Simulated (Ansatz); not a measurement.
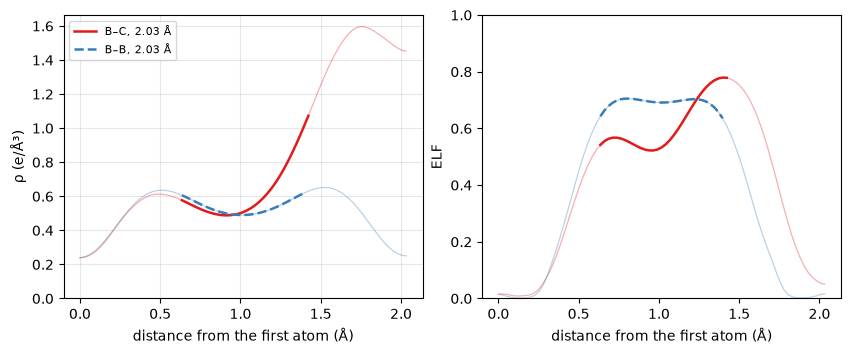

B$_{3}$C. Valence charge density (pseudo) and electron localisation function along straight lines between neighbouring atoms. Thin, pale parts lie inside the atomic spheres.

Space group Fm-3m; a structure generated by program, which may or may not match a known phase; computed without spin polarisation.

Theory: Ansatz 0.2.0, DFT PBE, scalar-relativistic, plane waves, PAW.

The density is the valence pseudo-density of a PAW calculation; it isn't the true density close to the nuclei.

What can be read from the curves?

Answer. B–C (2.03 Å): the density is about 0.51 e/Å³ at the midpoint; the ELF peaks at about 0.80 in the valence shell of C, 0.6 Å from its nucleus, and drops to about 0.50 between the two atoms.
B–B (2.03 Å): the density is about 0.49 e/Å³ at the midpoint; the ELF peaks at about 0.70 between the atoms.
